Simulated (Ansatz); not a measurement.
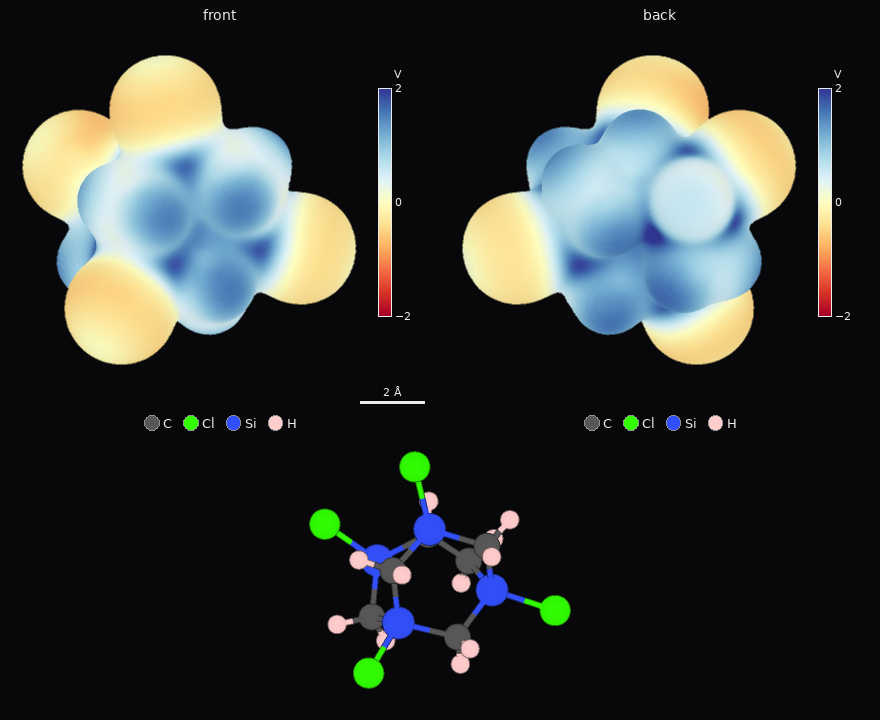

*C6H12Cl4Si4. The electrostatic potential painted on the density surface at 0.004 e/bohr³, seen from the front and from behind; the colour scale runs from red (negative) to blue (positive). The bare structure is drawn below in the same view.*

Geometry: r2SCAN-D4/def2-SVP.

Computed with isolated molecule in a Gaussian basis; Kohn-Sham density functional theory, functional PBE0 in Ansatz 0.2.0.

The calculation's input:

```
crystal:
  periodic: [false, false, false]
  atoms:
    - symbol: C
      position_ang: [-1.655102, 0.325894, 1.833417]
    - symbol: C
      position_ang: [-0.427542, -2.093153, 0.371691]
    - symbol: C
      position_ang: [-1.722084, -0.087407, -1.639915]
    - symbol: C
      position_ang: [-1.019140, 1.195887, -1.059688]
    - symbol: C
      position_ang: [1.079193, -0.703237, -1.875436]
    - symbol: C
      position_ang: [1.264165, 0.427461, 0.924469]
    - symbol: Cl
      position_ang: [-0.848581, 3.386736, 1.281420]
    - symbol: Cl
      position_ang: [0.488174, -1.523917, 3.410394]
    - symbol: Cl
      position_ang: [-1.062513, -3.142960, -2.642094]
    - symbol: Cl
      position_ang: [1.983544, 2.473085, -1.538290]
    - symbol: Si
      position_ang: [-1.834397, 1.693408, 0.554689]
    - symbol: Si
      position_ang: [-0.095345, -0.691409, 1.585262]
    - symbol: Si
      position_ang: [-0.534910, -1.543029, -1.419481]
    - symbol: Si
      position_ang: [0.860370, 0.863726, -0.858573]
    - symbol: H
      position_ang: [-3.262719, 2.067173, 0.344770]
    - symbol: H
      position_ang: [-1.637902, 0.795250, 2.832652]
    - symbol: H
      position_ang: [-2.538763, -0.336829, 1.812642]
    - symbol: H
      position_ang: [0.399284, -2.823920, 0.448105]
    - symbol: H
      position_ang: [-1.345636, -2.627396, 0.675231]
    - symbol: H
      position_ang: [-2.718168, -0.277502, -1.196644]
    - symbol: H
      position_ang: [-1.903295, 0.037875, -2.721505]
    - symbol: H
      position_ang: [-1.134160, 2.048899, -1.753247]
    - symbol: H
      position_ang: [1.095569, -0.473790, -2.955361]
    - symbol: H
      position_ang: [1.988789, -1.269994, -1.620178]
    - symbol: H
      position_ang: [1.327329, 1.331797, 1.554270]
    - symbol: H
      position_ang: [2.245128, -0.078005, 0.965485]
basis:
  gaussian:
    orbitals: def2-SVP
hamiltonian:
  xc: pbe0
output:
  forces: true
  orbitals: {seedname: orbitals}
```

Run with:

```sh
ansatz run input.yaml --threads 8 --pin off --max-ram 13920MiB --events-out events.jsonl --progress --plain --runs-dir runs
```

Where is the surface potential most negative and most positive?

The most negative region (about −0.6 V, or −14 kcal/mol for a unit charge) lies over Cl7 and Cl10, the most positive (about +1.9 V, or +44 kcal/mol for a unit charge) over Si11 and Si13.
